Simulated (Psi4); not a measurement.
**wB97X-V/cc-pVDZ run of GeH2F2 (difluorogermane)**

Aim: the energy change on altering one bond length of GeH2F2 (difluorogermane) at wB97X-V/cc-pVDZ, from 2 runs. 

Program for the calculation: Psi4 1.11.

**1. The structure to begin with**

GeH2F2: 5 atoms, total charge 0, spin state singlet. SMILES: `[F][GeH2][F]`. Geometry: relaxed at PBE0-D4/def2-TZVP.

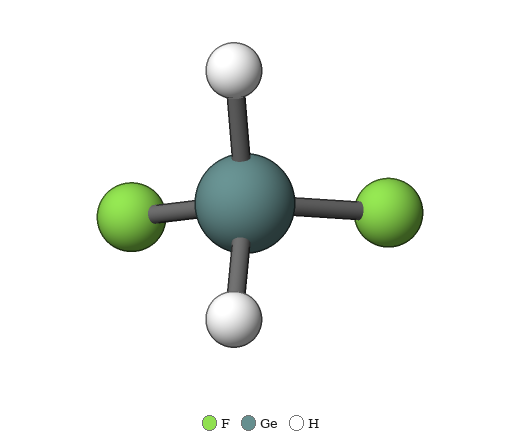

The structure, seen from a chosen angle (fluorine green, germanium teal, hydrogen white).

**2. A single-point energy at wB97X-V/cc-pVDZ**

Contents of job.json:

```json
{
 "schema_name": "qcschema_input",
 "schema_version": 1,
 "molecule": {
  "schema_name": "qcschema_molecule",
  "schema_version": 2,
  "symbols": ["F", "Ge", "F", "H", "H"],
  "geometry": [-1.08205718, 0.43180242, 2.88334412, 0.19464179, -0.13473747, -0.06084918, -1.84153811, 1.31184788, -2.15372086, 0.08938405, -2.97858632, -0.54178448, 2.73367781, 1.23021171, -0.20522426],
  "molecular_charge": 0,
  "molecular_multiplicity": 1,
  "fix_symmetry": "c1",
  "fix_com": true,
  "fix_orientation": true
 },
 "driver": "energy",
 "model": {
  "method": "wb97x-v",
  "basis": "cc-pVDZ"
 },
 "keywords": {
  "reference": "rks",
  "puream": true,
  "e_convergence": 1e-09,
  "d_convergence": 1e-08,
  "scf_type": "pk",
  "dft_radial_points": 99,
  "dft_spherical_points": 590
 }
}
```

Run with:

```sh
$ psi4 --qcschema job.json -n 1 --memory 1600MB
```

stdout:

```text
[...]
  Running in c1 symmetry.
[...]
  Nuclear repulsion =  222.041292766381133
[...]
  Multiplicity = 1
[...]
  Nalpha       = 26
  Nbeta        = 26
[...]
    Number of basis functions: 65
[...]
   @RKS iter   1: -2277.17785523414841   -3.45253e+00   1.61055e-02 ADIIS/DIIS
[...]
   @RKS iter  10: -2277.66418400104203   -2.04636e-11   6.19108e-09 DIIS
[...]
    Orbital Energies [Eh]
    ---------------------
    Doubly Occupied:
       1A   -398.673696     2A    -49.920661     3A    -44.433810
       4A    -44.433474     5A    -44.432569     6A    -24.753397
       7A    -24.753388     8A     -6.412629     9A     -4.586714
      10A     -4.584650    11A     -4.580733    12A     -1.426123
      13A     -1.415531    14A     -1.405254    15A     -1.404987
      16A     -1.404355    17A     -1.286923    18A     -1.261880
      19A     -0.707269    20A     -0.563139    21A     -0.559911
      22A     -0.558845    23A     -0.509837    24A     -0.499138
      25A     -0.497626    26A     -0.450811
[...]
  @RKS Final Energy: -2277.66418400104203
   => Energetics <=
    Nuclear Repulsion Energy =            222.0412927663811331
    One-Electron Energy =               -3615.9306663668235160
    Two-Electron Energy =                1193.2710909806341988
    DFT Exchange-Correlation Energy =     -77.2631484800954098
    Empirical Dispersion Energy =           0.0000000000000000
    VV10 Nonlocal Energy =                  0.2172470988610282
    Total Energy =                      -2277.6641840010424858
[...]
 Multipole Moments:
 ------------------------------------------------------------------------------------
     Multipole            Electronic (a.u.)      Nuclear  (a.u.)        Total (a.u.)
 ------------------------------------------------------------------------------------
 L = 1.  Multiply by 2.5417464519 to convert [e a0] to [Debye]
 Dipole X            :         18.1050516          -17.2607585            0.8442931
 Dipole Y            :        -10.1459279            9.6328791           -0.5130488
 Dipole Z            :         -4.0894356            3.8724268           -0.2170087
 Magnitude           :                                                    1.0115052
[...]
```

The result, in JSON:

```text
{
 "driver": "energy",
 "model": {
  "method": "wb97x-v",
  "basis": "cc-pVDZ"
 },
 "success": true,
 "return_result": -2277.664184001042,
 "properties": {
  "calcinfo_nbasis": 65,
  "calcinfo_nmo": 65,
  "calcinfo_nalpha": 26,
  "calcinfo_nbeta": 26,
  "calcinfo_natom": 5,
  "nuclear_repulsion_energy": 222.04129276638113,
  "return_energy": -2277.664184001042,
  "scf_one_electron_energy": -3615.9306663668235,
  "scf_two_electron_energy": 1193.2710909806342,
  "scf_vv10_energy": 0.2172470988610282,
  "scf_xc_energy": -77.26314848009541,
  "scf_dipole_moment": [0.8442931064576058, -0.5130488117762209, -0.21700873765616402],
  "scf_total_energy": -2277.664184001042,
  "scf_iterations": 10
 }
}
```

It took 34 s on 1 thread of AMD EPYC 9R45 (Zen 5), shared host; peak memory 0.91 GiB.

**3. The distorted shape, same level**

Contents of run.py:

```python
import psi4

psi4.set_memory(1600000000)
psi4.set_num_threads(1)
psi4.core.set_output_file('psi4.out', False)

geom = psi4.geometry("""
0 1
F
Ge 1 1.724436
F 2 1.724399 1 104.9681
H 2 1.7564 3 107.915 1 114.89937
H 2 1.527356 3 107.91574 1 -114.90322
units angstrom
symmetry c1
""")

psi4.set_options({
    'basis': 'cc-pVDZ',
    'puream': True,
    'e_convergence': 1e-09,
    'd_convergence': 1e-08,
    'scf_type': 'pk',
    'dft_radial_points': 99,
    'dft_spherical_points': 590,
})

e_tot = psi4.energy("wb97x-v", molecule=geom)
print(f'total energy {e_tot:.8f} hartree = {e_tot * 27.211386:.5f} eV')
for k, v in sorted(psi4.core.scalar_variables().items()):
    print(f'{k:45s} {v:18.10f}')
```

Run with:

```sh
$ python run.py
```

psi4.out:

```text
[...]
  Running in c1 symmetry.
[...]
  Nuclear repulsion =  220.345809268008168
[...]
  Multiplicity = 1
[...]
  Nalpha       = 26
  Nbeta        = 26
[...]
    Number of basis functions: 65
[...]
   @RKS iter   1: -2277.13783943338922   -3.53738e+00   1.61855e-02 ADIIS/DIIS
[...]
   @RKS iter  10: -2277.65112317377043   -2.13731e-11   6.80195e-09 DIIS
[...]
    Orbital Energies [Eh]
    ---------------------
    Doubly Occupied:
       1A   -398.683032     2A    -49.928760     3A    -44.441885
       4A    -44.441762     5A    -44.440962     6A    -24.758123
       7A    -24.758114     8A     -6.419542     9A     -4.593365
      10A     -4.591433    11A     -4.587858    12A     -1.432307
      13A     -1.421569    14A     -1.411832    15A     -1.410985
      16A     -1.410804    17A     -1.290990    18A     -1.266204
      19A     -0.701221    20A     -0.566844    21A     -0.563103
      22A     -0.552980    23A     -0.513521    24A     -0.503038
      25A     -0.496940    26A     -0.439172
[...]
  @RKS Final Energy: -2277.65112317377043
   => Energetics <=
    Nuclear Repulsion Energy =            220.3458092680081677
    One-Electron Energy =               -3612.3188085184342526
    Two-Electron Energy =                1191.3301683469876480
    DFT Exchange-Correlation Energy =     -77.2255968583217935
    Empirical Dispersion Energy =           0.0000000000000000
    VV10 Nonlocal Energy =                  0.2173045879898978
    Total Energy =                      -2277.6511231737704293
[...]
 Multipole Moments:
 ------------------------------------------------------------------------------------
     Multipole            Electronic (a.u.)      Nuclear  (a.u.)        Total (a.u.)
 ------------------------------------------------------------------------------------
 L = 1.  Multiply by 2.5417464519 to convert [e a0] to [Debye]
 Dipole X            :          0.3108482           -0.2017799            0.1090683
 Dipole Y            :          0.4453298            0.3068449            0.7521747
 Dipole Z            :          0.3420578            0.2355170            0.5775748
 Magnitude           :                                                    0.9545969
[...]
```

Standard output:

```text
total energy -2277.65112317 hartree = -61978.04389 eV
CURRENT ENERGY                                  -2277.6511231738
CURRENT REFERENCE ENERGY                        -2277.6511231738
DD SOLVATION ENERGY                                 0.0000000000
DFT FUNCTIONAL TOTAL ENERGY                     -2277.6511231738
DFT TOTAL ENERGY                                -2277.6511231738
DFT VV10 ENERGY                                     0.2173045880
DFT XC ENERGY                                     -77.2255968583
GRID ELECTRONS ALPHA                               25.9999980521
GRID ELECTRONS BETA                                25.9999980521
GRID ELECTRONS TOTAL                               51.9999961041
NUCLEAR REPULSION ENERGY                          220.3458092680
ONE-ELECTRON ENERGY                             -3612.3188085184
PCM POLARIZATION ENERGY                             0.0000000000
PE ENERGY                                           0.0000000000
SCF ITERATION ENERGY                            -2277.6511231738
SCF ITERATIONS                                     10.0000000000
SCF TOTAL ENERGY                                -2277.6511231738
TWO-ELECTRON ENERGY                              1191.3301683470
XC GRID RADIAL POINTS                              99.0000000000
XC GRID SPHERICAL POINTS                          590.0000000000
XC GRID TOTAL POINTS                           279938.0000000000
```

Run time: 35 s. Hardware: 1 thread of AMD EPYC 9R45 (Zen 5), shared host; peak memory 0.91 GiB.

**4. What came out**

At wB97X-V/cc-pVDZ:

| quantity | value |
| --- | --- |
| first shape: total energy | -2277.66418 Eh |
| first shape: dipole moment | 2.57 D |
| first shape: HOMO energy | -12.27 eV |
| first shape: LUMO energy | 2.52 eV |
| first shape: HOMO–LUMO gap | 14.78 eV |
| distorted shape: total energy | -2277.65112 Eh |
| distorted shape: dipole moment | 2.43 D |
| distorted shape: HOMO energy | -11.95 eV |
| distorted shape: LUMO energy | 1.98 eV |
| distorted shape: HOMO–LUMO gap | 13.93 eV |
| energy change with the Ge2–H4 bond stretched from 1.527 to 1.756 Å | 0.355 eV |

In words: With the Ge2–H4 bond stretched from 1.527 to 1.756 Å the energy rises by 0.36 eV (8.2 kcal/mol). The first shape isn't relaxed at this level, so the change isn't measured from a minimum.
